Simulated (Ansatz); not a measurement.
# Work function of Y(0001): what the settings cost and change, part 2 of 2

Aim: the work function of Y(0001) across levels of theory at one geometry.

Ansatz 0.2.0; plane-wave DFT, PBE, Ansatz PAW (the session's first sound run).

So far, work function, upper face (eV): step 2 (run, setting PBE, Ansatz PAW (420 eV)) 3.37; step 4 (PBEsol) 3.42; step 5 (RPBE) 3.27; step 6 (r2SCAN) 3.43; step 7 (PBE JTH) 3.37.

**8. Slab**

This step: plane-wave DFT, PBE, norm-conserving (Ansatz 0.2.0).

The input, input.yaml:

```yaml
crystal:
  lattice:
    - [3.65, 0.0, 0.0]
    - [1.825, 3.1609927238, 0.0]
    - [0.0, 0.0, 35.20245]
  atoms:
    - { symbol: "Y", position: [0.0, 0.0, 0.2556640234] }
    - { symbol: "Y", position: [0.6666666667, 0.6666666667, 0.3371093489] }
    - { symbol: "Y", position: [0.0, 0.0, 0.4185546745] }
    - { symbol: "Y", position: [0.6666666667, 0.6666666667, 0.5] }
    - { symbol: "Y", position: [0.0, 0.0, 0.5814453255] }
    - { symbol: "Y", position: [0.6666666667, 0.6666666667, 0.6628906511] }
    - { symbol: "Y", position: [0.0, 0.0, 0.7443359766] }
kpoints:
  mp_grid: { grid: [13, 13, 1] }
hamiltonian:
  xc: pbe
  pseudopotentials: { kind: nc }
scf:
  occupations: { method: fermi_dirac, width: 0.1 }
  convergence: { dr2_threshold: 1.0e-09 }
efield:
  axis: 3
  dipole_correction: true
  ramp_position: 0.97
  ramp_width: 0.06
output:
  write_potential: true
  write_density: true
  volumetric_format: npy
```

Command:

```sh
ansatz run input.yaml --threads 2 --pin off --max-ram 3072MiB --backend cpu --events-out ev --progress --plain --runs-dir out
```

Numbers of over 12 decimals in the logs are rounded to 6 here.

Log:

```text
[...]
Crystal: 7 atoms, lattice volume = 406.153 Å³
Basis set: ecut = 979.609905 eV, 28403 PW (Γ)
Bands: 47, of which v1, the nominal top of the filled ones, is band 39 counted from 1 (38 counted from 0)
Symmetry: 6 space group operations
k-points: 21 of 169 (time reversal used)
[...]
k-point 0: bands = [... 35 lower, 4.2243, 4.2309, 4.7392, 4.8132, 4.8986, 5.2559, 5.6001, 5.6001, ... 12 higher]
  k-point 1: bands = [... 35 lower, 4.2296, 4.2420, 4.6220, 4.6880, 4.8214, 5.2133, 5.4231, 5.4429, ... 12 higher]
  k-point 2: bands = [... 35 lower, 4.1816, 4.2152, 4.3629, 4.3871, 4.6598, 4.9872, 5.0340, 5.0632, ... 12 higher]
  k-point 20: bands = [... 35 lower, 3.6191, 3.6447, 3.7777, 3.7805, 4.0262, 4.0475, 4.3677, 4.4232, ... 12 higher]
[key lines of the parts left out:]
SCF converged after 14 iterations
Free energy (F): -7768.234798 eV
Fermi energy:    4.047737 eV
Dipole field:    D = 0.000000 V/Å  (p = 0.000001 e·Å, saw-weighted, corrected)
Work function:   Φ+ = 3.3702 eV   Φ− = 3.3703 eV
```

The job ended after 7.3 min (2 threads of Arm Neoverse N1, shared host; peak memory 2.1 GiB).

The work function is 3.370 eV, +0.000 eV from the run “PBE, Ansatz PAW (420 eV)”, at 4.0 times its CPU time.

**9. Run**

This step: plane-wave DFT, LDA, norm-conserving (Ansatz 0.2.0).

Changes to input.yaml since step 8:

```diff
@@ -16,3 +16,3 @@
 hamiltonian:
-  xc: pbe
+  xc: lda
   pseudopotentials: { kind: nc }
```

Log:

```text
[...]
Crystal: 7 atoms, lattice volume = 406.153 Å³
Basis set: ecut = 979.609905 eV, 28403 PW (Γ)
Bands: 47, of which v1, the nominal top of the filled ones, is band 39 counted from 1 (38 counted from 0)
Symmetry: 6 space group operations
k-points: 21 of 169 (time reversal used)
[...]
k-point 0: bands = [... 35 lower, 4.0119, 4.0171, 4.5533, 4.6359, 4.6981, 5.0105, 5.3349, 5.3349, ... 12 higher]
  k-point 1: bands = [... 35 lower, 4.0190, 4.0304, 4.4271, 4.5161, 4.6002, 4.9645, 5.1654, 5.1845, ... 12 higher]
  k-point 2: bands = [... 35 lower, 3.9699, 4.0162, 4.1425, 4.2121, 4.4171, 4.7362, 4.7861, 4.8144, ... 12 higher]
  k-point 20: bands = [... 35 lower, 3.4198, 3.4472, 3.5686, 3.5688, 3.8001, 3.8130, 4.1670, 4.2164, ... 12 higher]
[key lines of the parts left out:]
SCF converged after 13 iterations
Free energy (F): -7780.972108 eV
Fermi energy:    3.834343 eV
Dipole field:    D = 0.000002 V/Å  (p = 0.000003 e·Å, saw-weighted, corrected)
Work function:   Φ+ = 3.5303 eV   Φ− = 3.5304 eV
```

The job ended after 5.4 min (2 threads; peak memory 2.1 GiB; 8 min of CPU time).

The work function is 3.530 eV, +0.160 eV from the run “PBE, Ansatz PAW (420 eV)”, at 3.6 times its CPU time.

**10. Slab, setting PBE, all layers relaxed**

This step: plane-wave DFT, PBE, Ansatz PAW (Ansatz 0.2.0).

Changes to input.yaml since step 9:

```diff
@@ -16,4 +16,3 @@
 hamiltonian:
-  xc: lda
-  pseudopotentials: { kind: nc }
+  xc: pbe
 scf:
@@ -26,2 +25,5 @@
   ramp_width: 0.06
+relax:
+  f_tol: 0.01
+  max_steps: 40
 output:
```

Log:

```text
[...]
Crystal: 7 atoms, lattice volume = 406.153 Å³
Basis set: ecut = 420 eV, 7797 PW (Γ), exchange–correlation on 50×50×480 points (8 copies of the dense FFT grid, shifted against one another)
Bands: 47, of which v1, the nominal top of the filled ones, is band 39 counted from 1 (38 counted from 0)
Symmetry: 6 space group operations
[...]
atoms:
    - { symbol: Y, position: [0, 0, 0.258490] }
    - { symbol: Y, position: [0.666667, 0.666667, 0.337324] }
    - { symbol: Y, position: [0, 0, 0.419036] }
    - { symbol: Y, position: [0.666667, 0.666667, 0.500000] }
    - { symbol: Y, position: [0, 0, 0.580964] }
    - { symbol: Y, position: [0.666667, 0.666667, 0.662676] }
    - { symbol: Y, position: [0, 0, 0.741510] }
[key lines of the parts left out:]
SCF converged after 11 iterations
Free energy (F): -26939.483466 eV
Fermi energy:    3.935026 eV
Dipole field:    D = 0.000000 V/Å  (p = 0.000000 e·Å, saw-weighted, corrected)
Work function:   Φ+ = 3.3540 eV   Φ− = 3.3540 eV
```

Run time: 2.3 min. Hardware: 2 threads; peak memory 0.78 GiB.

The relaxation took 2 steps and lowered the energy by 0.018 eV; the largest force on the free atoms ends at 0.0026 eV/Å.

The work function is 3.354 eV, -0.016 eV from the run “PBE, Ansatz PAW (420 eV)”, at 1.5 times its CPU time.

**11. Slab**

This step: plane-wave DFT, PBE, fully relativistic PAW with spin-orbit coupling (Ansatz 0.2.0).

Changes to input.yaml since step 10:

```diff
@@ -17,2 +17,3 @@
   xc: pbe
+  pseudopotentials: { kind: paw_fr }
 scf:
@@ -25,5 +26,5 @@
   ramp_width: 0.06
-relax:
-  f_tol: 0.01
-  max_steps: 40
+magnetization:
+  noncollinear: true
+  spin_orbit: true
 output:
```

Log:

```text
[...]
non-collinear run that drives no moment, with spin-orbit: no starting moment large enough to seed its density (crystal.atoms[].spin), no starting occupations that ask for one, no magnetisation constraint and no magnetic field, so the semilocal B_xc is pinned to zero
Crystal: 7 atoms, lattice volume = 406.153 Å³
[...]
k-point 1: bands = [... 73 lower, 4.1340, 4.5127, 4.5127, 4.5778, 4.5778, 4.7128, 4.7128, 5.1048, ... 13 higher]
  k-point 2: bands = [... 73 lower, 4.1069, 4.2548, 4.2548, 4.2776, 4.2776, 4.5521, 4.5521, 4.8795, ... 13 higher]
  k-point 20: bands = [... 73 lower, 3.5453, 3.6525, 3.6549, 3.6833, 3.6928, 3.9031, 3.9261, 3.9386, ... 13 higher]
[key lines of the parts left out:]
SCF converged after 14 iterations
Magnetization: |M| = 0.0000 μB,  M = (+0.0000, +0.0000, +0.0000) μB
Free energy (F): -26944.534331 eV
Fermi energy:    3.939711 eV
Dipole field:    D = -0.000001 V/Å  (p = -0.000002 e·Å, saw-weighted, corrected)
Work function:   Φ+ = 3.3706 eV   Φ− = 3.3706 eV
```

Elapsed: 9.9 min, on 2 threads; peak memory 2.7 GiB.

The work function is 3.371 eV, +0.001 eV from the run “PBE, Ansatz PAW (420 eV)”, at 7.9 times its CPU time.

**12. The series together**

Times are for 2 threads of Arm Neoverse N1, shared host. The series side by side:

```tsv
no.	setting	work function, upper face (eV)	time	memory (GiB)
1	PBE, Ansatz PAW (420 eV)	3.370	87 s	0.86
2	LDA, Ansatz PAW (420 eV)	3.530	78 s	0.84
3	PBEsol, Ansatz PAW (420 eV)	3.422	2.3 min	0.86
4	RPBE, Ansatz PAW (420 eV)	3.270	99 s	0.86
5	r2SCAN, Ansatz PAW (500 eV)	3.427	2.3 min	1.5
6	PBE, JTH PAW (900 eV)	3.374	4.9 min	2.1
7	PBE, norm-conserving (980 eV)	3.370	7.3 min	2.1
8	LDA, norm-conserving (980 eV)	3.530	5.4 min	2.1
9	PBE, all layers relaxed	3.354	2.3 min	0.78
10	PBE with spin-orbit coupling (420 eV)	3.371	9.9 min	2.7
```

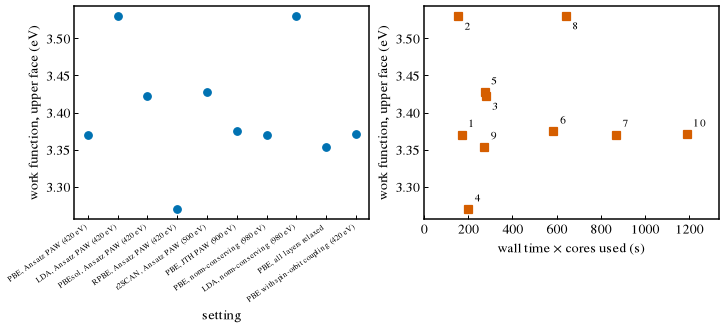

The series as plots; the last panel sets the first result against cost, with the runs numbered as in the table.

**13. The same run with other settings**

This step: plane-wave DFT, PBE, Ansatz PAW (Ansatz 0.2.0).

An input spoilt on purpose, to show how the run answers: it repeats the earlier run “PBE, Ansatz PAW (420 eV)” with scf.mixing to algorithm: broyden, beta: 1.5, ndim: 1, preconditioner: none, and scf.max_iter set to 80; its output block differs too.

Changes to input.yaml since step 11:

```diff
@@ -17,3 +17,2 @@
   xc: pbe
-  pseudopotentials: { kind: paw_fr }
 scf:
@@ -21,2 +20,4 @@
   convergence: { dr2_threshold: 1.0e-09 }
+  mixing: { algorithm: broyden, beta: 1.5, ndim: 1, preconditioner: none }
+  max_iter: 80
 efield:
@@ -26,5 +27,2 @@
   ramp_width: 0.06
-magnetization:
-  noncollinear: true
-  spin_orbit: true
 output:
```

Log:

```text
Error: invalid value for `scf.mixing.beta`: must be finite and in (0, 1]; got 1.5
```

It took 0.07 s on 2 threads; peak memory 0.031 GiB.

The input was rejected at the start.

The program's message: “Error: invalid value for `scf.mixing.beta`: must be finite and in (0, 1]; got 1.5”

The fault put into the input: mixing far too strong.

**14. Outcome**

```yaml
work_function_pbe_ansatz_paw_420_ev: 3.370 eV
work_function_lda_ansatz_paw_420_ev: 3.530 eV
work_function_rpbe_ansatz_paw_420_ev: 3.270 eV
work_function_r2scan_ansatz_paw_500_ev: 3.427 eV
work_function_lda_norm_conserving_980_ev: 3.530 eV
work_function_pbe_all_layers_relaxed: 3.354 eV
work_function_pbe_with_spin_orbit_coupling_420_ev: 3.371 eV
```

PBE on the default files gives 3.37 eV, and the settings tried spread the value from 3.27 to 3.53 eV. At one geometry LDA lies 0.16 eV above PBE. The choice of pseudopotentials moves the PBE value by 0.004 eV. Relaxing the layers changes it by -0.016 eV. Spin-orbit coupling, on the fully relativistic files, changes it by +0.00 eV. The ladder's slabs use the tabulated experimental lattice constant (two decimals; a low-temperature value for the alkali metals).

[Logs are printed without paths, hosts, clocks, repeated set-up lines and the standing remarks that a program may print on its own settings, such as how far it seeks lower states.]

[Hosts, paths, dates, database ids (printed as entryN), source tags and the programs' standing remarks are cut or masked in the printed files.]

[Maps of the electrostatic potential energy from Ansatz leave out the sawtooth potential of an applied field or a dipole correction, so their vacuum need not be flat; planar profiles and work functions include it.]
